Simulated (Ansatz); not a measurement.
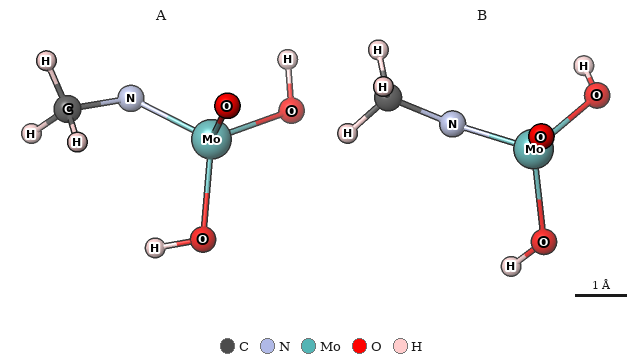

Two geometries of CH5MoNO3 (coarse preliminary run), drawn at one scale. One is the start of a relaxation, the other its converged end. Style: ball-and-stick. Shown face on.

These are results of Ansatz 0.2.0, RKS PBE-D4/def2-SVP, not measurements. (force threshold 0.03 eV/Å; at most 200 steps)

Question: Which one is relaxed?

Answer: Structure B is the relaxed one. The start comes from a force field. The largest move after the best rigid fit is that of an H atom, 1.17 Å. By element the largest moves are H 1.17 Å, O 0.64 Å, N 0.63 Å, Mo 0.27 Å, C 0.23 Å. Near-neighbour distances that change, for instance: H–Mo 2.800 → 3.367 Å, Mo–O 1.894 → 1.704 Å, Mo–N 1.914 → 1.747 Å, Mo–O 2.037 → 1.901 Å. Among the angles between lasting bonds that change: C–N–Mo 119.2° → 150.3°, Mo–O–H 104.1° → 122.0°, H–C–H 114.2° → 108.3°. Groups turn about Mo–O by about 60°, Mo–N by about 60°. The energy falls by 230.7 kJ/mol in 12 geometry steps. The largest force component goes from 5 to 0.019 eV/Å. The run took 24 s on 4 threads of Arm Neoverse V2, on a shared host.
